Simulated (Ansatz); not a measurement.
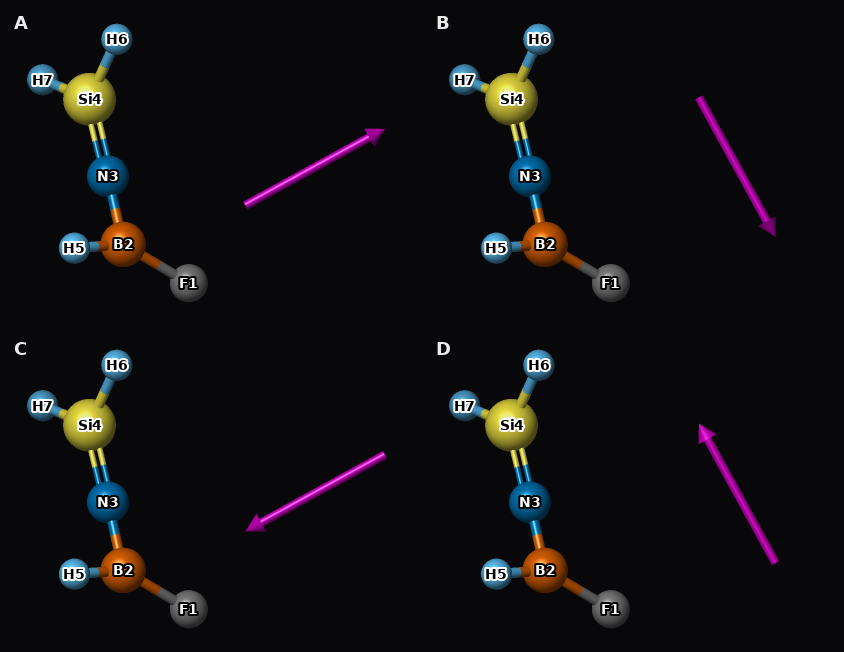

The same molecule four times, each with an arrow. Geometry: moved along internal coordinates away from the minimum. Level of theory: RKS PBE-D4/def2-TZVPP (Ansatz 0.2.0).

Which arrow points along the dipole moment, from the negative to the positive end?

Answer. D. The dipole moment is 4.65 D; it points from the side of F1 to the side of H6, H7 (the outermost atoms at the two ends).
